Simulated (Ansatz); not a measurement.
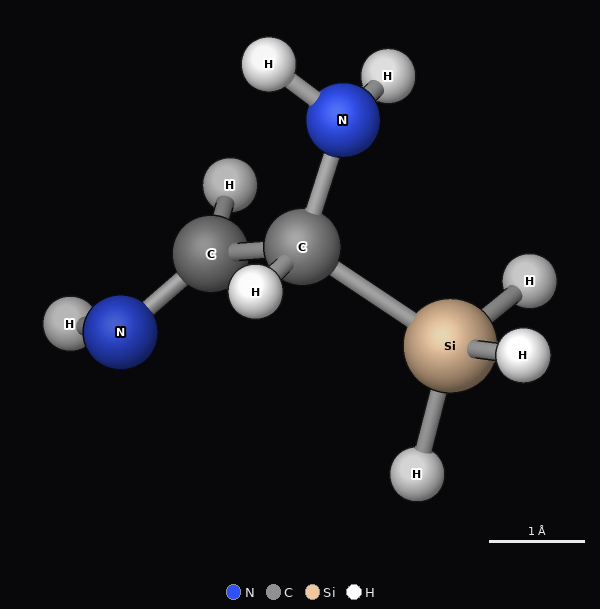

The starting structure (ball-and-stick view, seen at a tilt).

## C2H8N2Si: nudged elastic band (part 1 of 2)

C2H8N2Si, SMILES N=CC(N)[SiH3], computed with RKS CAM-B3LYP/def2-SVP (Ansatz 0.2.0).

It belongs to a series of runs on one base structure; here: band between the two ends.

Output
```
Engine: ansatz 0.2.0, aarch64-unknown-linux-gnu
Functional definition: CAM-B3LYP
  parameter alpha = 0.19
  parameter beta = 0.46
  parameter omega = 0.33/bohr
  parameter ac = 0.81
  exchange = (1 - alpha - beta)*b88_x + beta*b88_x_sr(omega) + alpha*exact_x + beta*exact_x_lr(omega)
  correlation = (1 - ac)*vwn5_c + ac*lyp_c
1269 factors; integrals over basis functions are off by at most 4.1e-4 eV
425 factors; integrals over basis functions are off by at most 5.5e-7 eV
mean field evaluation 1: about -13046.0869 eV, gradient 5.2e1 eV
mean field evaluation 2: about -13045.3312 eV, gradient 5.7e1 eV
mean field evaluation 4: about -13052.0195 eV, gradient 3.1e0 eV
mean field evaluation 8: about -13052.0671 eV, gradient 2.2e-1 eV
mean field evaluation 16: about -13052.0672 eV, gradient 2.3e-5 eV
mean field -13052.06723421 eV, -479.6546238482 hartree, gradient 2.3e-5 eV, S^2 0.000000; 0 other end points of the search recorded, 0 dependent functions left out
the calculation of the forces begins
reference -13052.06736992 eV, -479.6546288357 hartree; 24, 24 occupied and 90, 90 virtual orbitals, 1269 factors
1269 factors; integrals over basis functions are off by at most 6.8e-4 eV
425 factors; integrals over basis functions are off by at most 5.4e-7 eV
mean field evaluation 32: about -13052.1301 eV, gradient 6.2e-5 eV
mean field -13052.13014949 eV, -479.6569359424 hartree, gradient 6.2e-5 eV, S^2 0.000000; 0 other end points of the search recorded, 0 dependent functions left out
[... from here on the field's lines of each further geometry are left out, up to the last ...]
NEB iter   1: max|band force component| = 1.118e2 eV/Å  barrier→ = 26.1903 eV  barrier← = 26.2532 eV  Δτ_max = 0.2000 Å  (192 SCF iters)
NEB iter   2: max|band force component| = 4.002e1 eV/Å  barrier→ = 11.1100 eV  barrier← = 11.1729 eV  Δτ_max = 0.2000 Å  (168 SCF iters)
NEB iter   3: max|band force component| = 2.399e1 eV/Å  barrier→ = 4.6984 eV  barrier← = 4.7614 eV  Δτ_max = 0.1954 Å  (168 SCF iters)
NEB iter   4: max|band force component| = 8.891e0 eV/Å  barrier→ = 1.7478 eV  barrier← = 1.8107 eV  Δτ_max = 0.1970 Å  (168 SCF iters)
NEB iter   5: max|band force component| = 2.458e0 eV/Å  barrier→ = 0.5194 eV  barrier← = 0.5823 eV  Δτ_max = 0.1980 Å  (154 SCF iters)
NEB iter   6: max|band force component| = 1.259e0 eV/Å  barrier→ = 0.2594 eV  barrier← = 0.3223 eV  Δτ_max = 0.1979 Å  (158 SCF iters)
NEB iter   7: max|band force component| = 2.793e0 eV/Å  barrier→ = 0.2734 eV  barrier← = 0.3364 eV  Δτ_max = 0.1000 Å  (161 SCF iters)
NEB iter   8: max|band force component| = 1.778e0 eV/Å  barrier→ = 0.2578 eV  barrier← = 0.3207 eV  Δτ_max = 0.1003 Å  (158 SCF iters)
NEB iter   9: max|band force component| = 1.087e0 eV/Å  barrier→ = 0.2114 eV  barrier← = 0.2744 eV  Δτ_max = 0.0978 Å  (154 SCF iters)
NEB iter  10: max|band force component| = 1.306e0 eV/Å  barrier→ = 0.1604 eV  barrier← = 0.2233 eV  Δτ_max = 0.0502 Å  (157 SCF iters)
NEB iter  11: max|band force component| = 4.038e-1 eV/Å  barrier→ = 0.1327 eV  barrier← = 0.1956 eV  CI = image 2  Δτ_max = 0.0989 Å  (156 SCF iters)
NEB iter  12: max|band force component| = 4.351e-1 eV/Å  barrier→ = 0.1667 eV  barrier← = 0.2296 eV  CI = image 2  Δτ_max = 0.0991 Å  (156 SCF iters)
NEB iter  13: max|band force component| = 3.668e-1 eV/Å  barrier→ = 0.1714 eV  barrier← = 0.2344 eV  CI = image 2  Δτ_max = 0.0996 Å  (153 SCF iters)
NEB iter  14: max|band force component| = 2.310e-1 eV/Å  barrier→ = 0.1587 eV  barrier← = 0.2216 eV  CI = image 2  Δτ_max = 0.1968 Å  (159 SCF iters)
NEB iter  15: max|band force component| = 3.312e-1 eV/Å  barrier→ = 0.1314 eV  barrier← = 0.1943 eV  CI = image 2  Δτ_max = 0.0997 Å  (154 SCF iters)
NEB iter  16: max|band force component| = 3.405e-1 eV/Å  barrier→ = 0.1322 eV  barrier← = 0.1951 eV  CI = image 2  Δτ_max = 0.0996 Å  (155 SCF iters)
NEB iter  17: max|band force component| = 4.131e-1 eV/Å  barrier→ = 0.1359 eV  barrier← = 0.1988 eV  CI = image 2  Δτ_max = 0.0995 Å  (155 SCF iters)
NEB iter  18: max|band force component| = 3.224e-1 eV/Å  barrier→ = 0.1435 eV  barrier← = 0.2065 eV  CI = image 2  Δτ_max = 0.0993 Å  (150 SCF iters)
NEB iter  19: max|band force component| = 2.975e-1 eV/Å  barrier→ = 0.1457 eV  barrier← = 0.2086 eV  CI = image 2  Δτ_max = 0.0307 Å  (156 SCF iters)
NEB iter  20: max|band force component| = 1.892e-1 eV/Å  barrier→ = 0.1450 eV  barrier← = 0.2079 eV  CI = image 2  Δτ_max = 0.0203 Å  (151 SCF iters)
NEB iter  21: max|band force component| = 1.206e-1 eV/Å  barrier→ = 0.1448 eV  barrier← = 0.2077 eV  CI = image 2  Δτ_max = 0.0245 Å  (149 SCF iters)
NEB iter  22: max|band force component| = 6.302e-2 eV/Å  barrier→ = 0.1443 eV  barrier← = 0.2072 eV  CI = image 2  Δτ_max = 0.0227 Å  (147 SCF iters)
NEB iter  23: max|band force component| = 6.417e-2 eV/Å  barrier→ = 0.1439 eV  barrier← = 0.2068 eV  CI = image 2  Δτ_max = 0.0113 Å  (142 SCF iters)
the calculation of the forces begins
reference -13052.09031768 eV, -479.6554721501 hartree; 24, 24 occupied and 90, 90 virtual orbitals, 1269 factors
1269 factors; integrals over basis functions are off by at most 4.1e-4 eV
425 factors; integrals over basis functions are off by at most 5.3e-7 eV
mean field -13051.92350608 eV, -479.6493419368 hartree, gradient 1.6e-5 eV, S^2 0.000000; 1 other end points of the search recorded, 0 dependent functions left out
the calculation of the forces begins
reference -13051.92364219 eV, -479.6493469390 hartree; 24, 24 occupied and 90, 90 virtual orbitals, 1269 factors
NEB iter  24: max|band force component| = 3.557e-2 eV/Å  barrier→ = 0.1437 eV  barrier← = 0.2066 eV  CI = image 2  Δτ_max = 0.0000 Å  (282 SCF iters)
```

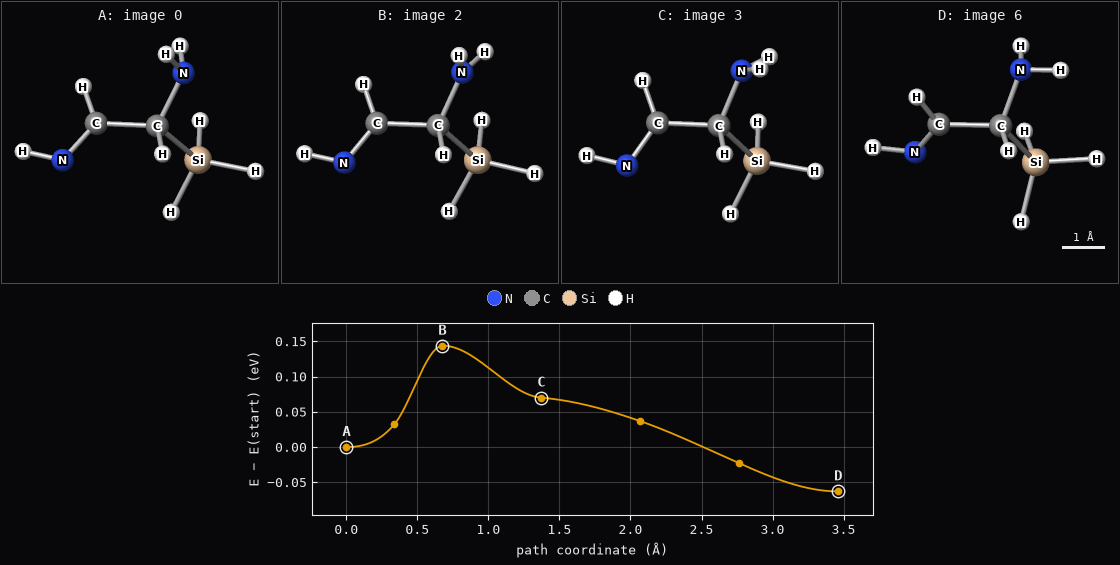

Images of the last band (counted from 0; ball-and-stick, seen at a tilt) above the energy along the path; the line is a cubic interpolation that uses the forces. The highest image is number 2, 0.144 eV above the start and 0.207 eV above the end (the climbing image); the end lies 0.063 eV below the start. The path is 3.46 Å long. The band converged in 24 iterations.

```
Total energy: -13051.92364219 eV, -479.6493469390 hartree
Atom 0 at    -2.224027     0.673845     0.299797 Å, force    -0.003733    -0.005667     0.002406 eV/Å
Atom 1 at    -1.079554     0.787698    -0.227844 Å, force     0.002147    -0.014658    -0.010388 eV/Å
Atom 2 at     0.166530     0.225734     0.411724 Å, force    -0.012086     0.014555     0.006248 eV/Å
Atom 3 at     1.351409     0.988113     0.144448 Å, force     0.030037     0.000444     0.005225 eV/Å
Atom 4 at     0.448638    -1.591176    -0.085239 Å, force    -0.000840    -0.004171     0.000479 eV/Å
Atom 5 at    -2.942764     1.099073    -0.292415 Å, force     0.002421     0.002981     0.000908 eV/Å
Atom 6 at    -0.887808     1.294148    -1.195450 Å, force     0.001525     0.007127     0.000615 eV/Å
Atom 7 at    -0.045782     0.162389     1.496049 Å, force     0.004046     0.001262    -0.002085 eV/Å
Atom 8 at     1.557114     1.822293     0.671997 Å, force    -0.010692     0.001988     0.003214 eV/Å
Atom 9 at     2.041476     0.691999    -0.527500 Å, force    -0.010624    -0.004358    -0.005128 eV/Å
Atom 10 at     0.971024    -1.626088    -1.483687 Å, force    -0.001359    -0.000360    -0.000874 eV/Å
Atom 11 at    -0.811338    -2.374152    -0.008628 Å, force    -0.000767    -0.000251     0.000920 eV/Å
Atom 12 at     1.475581    -2.188677     0.811446 Å, force    -0.000075     0.001109    -0.001539 eV/Å
Dipole moment:     0.269797     0.235865    -0.232004 e Å
this run last wrote the band of iteration 24 to [file]
```

The last band as extended XYZ (Å, eV, eV/Å)
```
13
Properties=species:S:1:pos:R:3:forces:R:3 image=0 energy=-13052.06723
N    -2.1661    0.7691    0.3151    0.0091  -0.0078  -0.0059
C    -1.0154    0.7734   -0.2119   -0.0108   0.0091  -0.0016
C     0.1857    0.1660    0.4580   -0.0020  -0.0022   0.0124
N     1.4350    0.8929    0.2707    0.0041   0.0073  -0.0073
Si    0.4865   -1.6396   -0.0739    0.0018  -0.0059   0.0033
H    -2.8534    1.2081   -0.3041   -0.0008   0.0045   0.0003
H    -0.8059    1.2131   -1.2105   -0.0007  -0.0032   0.0001
H    -0.0464    0.1078    1.5349   -0.0014  -0.0061  -0.0015
H     1.3756    1.8442    0.6299    0.0029   0.0007   0.0006
H     1.6926    0.9541   -0.7130   -0.0007   0.0001   0.0001
H     1.0023   -1.6408   -1.4748   -0.0014   0.0016   0.0009
H    -0.7738   -2.4285   -0.0233   -0.0013   0.0026  -0.0012
H     1.5038   -2.2546    0.8175    0.0012  -0.0005  -0.0002
13
Properties=species:S:1:pos:R:3:forces:R:3 image=1 energy=-13052.03495
N    -2.1900    0.6801    0.2973    0.0299   0.0220  -0.0151
C    -1.0380    0.7968   -0.2163    0.0270  -0.0242  -0.0059
C     0.1818    0.2040    0.4428    0.0188  -0.0025   0.0335
N     1.4432    0.8961    0.2767    0.0970  -0.0822   0.1147
Si    0.4590   -1.6064   -0.0804   -0.0022  -0.0145   0.0092
H    -2.9083    1.1031   -0.2971    0.0363   0.0166  -0.0132
H    -0.8506    1.3020   -1.1865    0.0421   0.0176   0.0053
H    -0.0596    0.1351    1.5177   -0.0135  -0.0191   0.0181
H     1.4559    1.8607    0.5930   -0.0849   0.0245  -0.0650
H     1.8773    0.8109   -0.6365   -0.1449   0.0927  -0.0892
H     0.9707   -1.6168   -1.4840   -0.0019   0.0005   0.0050
H    -0.8054   -2.3846   -0.0171   -0.0017  -0.0054  -0.0025
H     1.4846   -2.2159    0.8051   -0.0019  -0.0259   0.0050
13
Properties=species:S:1:pos:R:3:forces:R:3 image=2 energy=-13051.92351
N    -2.2240    0.6738    0.2998   -0.0037  -0.0057   0.0024
C    -1.0796    0.7877   -0.2278    0.0021  -0.0147  -0.0104
C     0.1665    0.2257    0.4117   -0.0121   0.0146   0.0062
N     1.3514    0.9881    0.1444    0.0300   0.0004   0.0052
Si    0.4486   -1.5912   -0.0852   -0.0008  -0.0042   0.0005
H    -2.9428    1.0991   -0.2924    0.0024   0.0030   0.0009
H    -0.8878    1.2941   -1.1954    0.0015   0.0071   0.0006
H    -0.0458    0.1624    1.4960    0.0040   0.0013  -0.0021
H     1.5571    1.8223    0.6720   -0.0107   0.0020   0.0032
H     2.0415    0.6920   -0.5275   -0.0106  -0.0044  -0.0051
H     0.9710   -1.6261   -1.4837   -0.0014  -0.0004  -0.0009
H    -0.8113   -2.3742   -0.0086   -0.0008  -0.0003   0.0009
H     1.4756   -2.1887    0.8114   -0.0001   0.0011  -0.0015
13
Properties=species:S:1:pos:R:3:forces:R:3 image=3 energy=-13051.99713
N    -2.2500    0.4899    0.1432   -0.0010  -0.0116  -0.0134
C    -1.0964    0.8341   -0.2461    0.0036  -0.0166  -0.0149
C     0.1618    0.2886    0.3826   -0.0088   0.0025   0.0190
N     1.3271    1.1009    0.0453    0.0234   0.0191  -0.0096
Si    0.4114   -1.5491   -0.0629   -0.0082  -0.0038  -0.0016
H    -2.9739    0.9501   -0.4147   -0.0025   0.0057   0.0072
H    -0.8964    1.5402   -1.0755   -0.0045   0.0083   0.0037
H    -0.0151    0.2797    1.4723    0.0038   0.0049  -0.0009
H     1.7914    1.4840    0.8622   -0.0030  -0.0094   0.0072
H     2.0241    0.6211   -0.5173   -0.0033  -0.0074   0.0024
H     0.8352   -1.6301   -1.4919   -0.0042   0.0014  -0.0018
H    -0.8187   -2.3532    0.1434    0.0007   0.0013   0.0062
H     1.5200   -2.0911    0.7742    0.0039   0.0056  -0.0036
```
